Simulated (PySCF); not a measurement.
**C₂H₁₅NOSi₄: density, localisation and related maps**

```xyz
23

C     3.1634    0.7713    0.5785
Si    2.3468   -0.8585    1.1082
Si    0.7783   -1.5197   -0.4667
Si   -0.9211    0.0221   -0.8855
C    -1.8133   -0.3170   -2.5477
O     0.0158    1.3660   -1.0818
Si   -2.5326    0.3766    0.7438
N    -1.6448    0.8580    2.1452
H     3.7808    0.6306   -0.3042
H     3.7956    1.1849    1.3588
H     2.4094    1.5132    0.3332
H     1.7157   -0.6214    2.4239
H     3.4280   -1.8171    1.3920
H     1.4611   -1.9553   -1.7018
H     0.1491   -2.7731    0.0029
H    -1.1008   -0.3820   -3.3660
H    -2.5294    0.4621   -2.8021
H    -2.3553   -1.2568   -2.5142
H    -0.3507    2.2157   -1.3101
H    -3.3757   -0.8193    0.9551
H    -3.4820    1.4907    0.5766
H    -0.7958    0.3714    2.3834
H    -2.1471    1.0846    2.9884
```

Geometry: GFN2-xTB.

These are results of PBE0/pcSseg-1, SCF density, gas phase, non-relativistic (PySCF), not measurements.

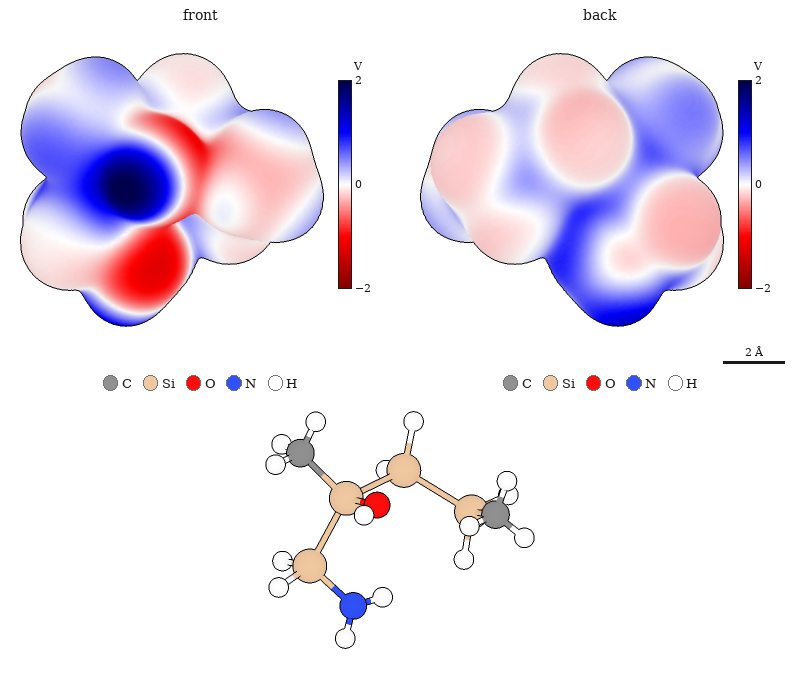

Figure 1. The electrostatic potential painted on the density surface at 0.001 e/bohr³, seen from the front and from behind; red is negative and blue positive. The bare structure is drawn below in the same view.

> Which sites attract a positive test charge, and which a negative one?

A positive charge is drawn to the negative regions and a negative charge to the positive ones. The most negative region (about −1.2 V) lies over N8, the most positive (about +1.9 V) over H19. N8 is the likeliest acceptor of a hydrogen bond.

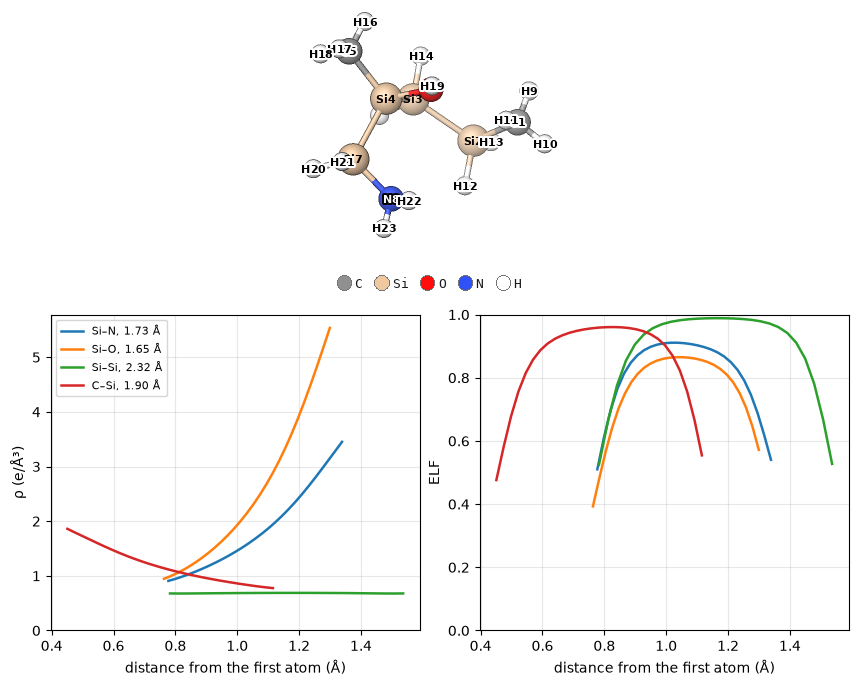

Figure 2. Electron density and ELF along straight lines between neighbouring atoms. The curves leave out the atomic cores. The structure is drawn too.

> Compare the contacts.

Si–N (1.73 Å): the density is about 1.1 e/Å³ at the midpoint; the ELF peaks at about 0.90 between the atoms, as expected for a shared but strongly polarised pair.
Si–O (1.65 Å): ρ at the midpoint is about 1.1 e/Å³; the ELF peaks at about 0.85 between the atoms; a shared but strongly polarised pair.
Si–Si (2.32 Å): ρ is about 0.69 e/Å³ halfway; the ELF peaks at about 1 between the atoms; localised, covalent bonding.
C–Si (1.90 Å): the density is about 0.91 e/Å³ at the midpoint; the ELF peaks at about 0.95 between the atoms (a shared electron pair).
